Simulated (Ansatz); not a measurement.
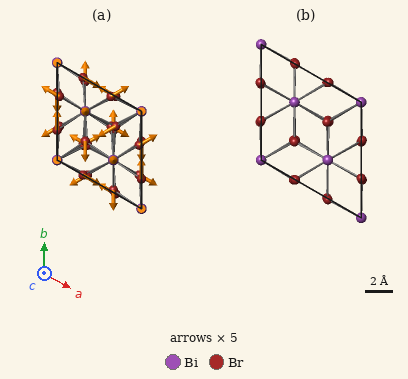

The structure of crystalline Bi₂Br₃ (built on the corundum_167 type) (coarse preliminary run) before (left) and after (right) a relaxation, at one scale. The orange arrows give the displacements (the part carried along by the change of the cell is left out), magnified 5 times.

Style: ball-and-stick. Shown: the conventional cell (3 times the calculation's cell), along the c axis. Lengths and directions refer to the drawn axes.

Case: corundum type (R-3c, No. 167).

Computed with DFT PBE, scalar-relativistic, plane waves, PAW (Ansatz 0.2.0). (plane-wave cutoff 420 eV; k-point mesh 3 × 3 × 3; occupations gaussian; smearing width 0.1 eV; no spin polarisation; cell and atoms relaxed; force threshold 0.04 eV/Å; at most 70 steps)

Q: Summarise the run.

A: The largest moves relative to the cell, 0.32 Å, are those of Br atoms. Largest moves by element: Br 0.32 Å, Bi 0.15 Å. The volume changes by +16.9 %, with a = b 7.298 → 8.662 Å (+18.7 %), c 19.926 → 16.539 Å (−17.0 %). Near-neighbour distances that change, for instance: Bi–Bi 4.072 → 3.073 Å, Bi–Br 3.023 → 3.343 Å, Bi–Br 2.844 → 3.098 Å. Bond angles that change, for instance: Bi–Br–Bi 120.4° → 127.8°, Br–Bi–Br 101.2° → 105.5°. The space group stays R-3c (No. 167). Over 10 accepted moves (13 points after the start) the energy falls by 339 meV per atom. The largest force component goes from 0.42 to 0.0089 eV/Å. The pressure goes from 10.43 to 0.02 GPa. The line search rejected the trial step at point 10 of the run. The SCF was repeated twice at an unchanged geometry on a basis and grid sized afresh for the cell, which shifted the energy by 4.5 meV per atom at most. Cost: 2.5 min on 1 thread of Arm Neoverse V2, on a shared host, peak memory 0.59 GiB.
